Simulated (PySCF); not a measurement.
| atom | x (Å) | y (Å) | z (Å) |
| --- | --- | --- | --- |
| F | -1.4793 | -0.3148 | -0.3760 |
| Si | 0.0065 | -0.0071 | -0.0074 |
| F | 0.8378 | -1.3283 | -0.0498 |
| F | 0.5960 | 1.0114 | -1.0333 |
| F | 0.0724 | 0.6034 | 1.4288 |

Geometry: PBE0-D3(BJ)/def2-TZVP.

These are results of PBE0/aug-cc-pVTZ, SCF density, gas phase in PySCF 2.14.0, not measurements.

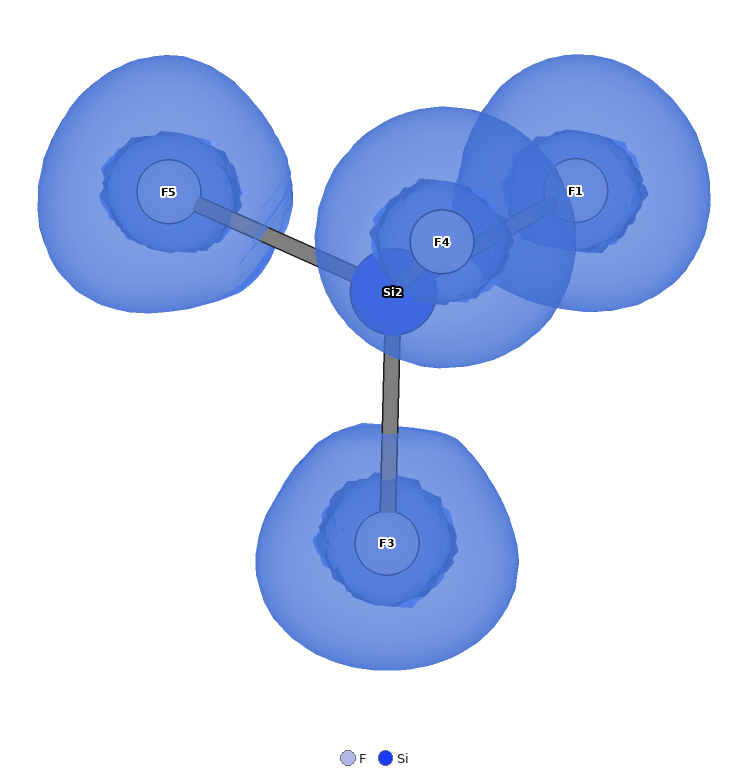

SiF4. Isosurface of the electron localisation function at 0.75 (blue), seen across its widest extent. Core shells and regions of very low density are left out.

### Where are the electrons localised?

The ELF exceeds this value in four regions wrapped around F (its lone pairs, merged into a ring or cap).

Values along the shortest contacts:
Si–F (1.56 Å): the ELF peaks at about 0.85 in the valence shell of F, 0.6 Å from its nucleus, and is about 0.55 at the midpoint.
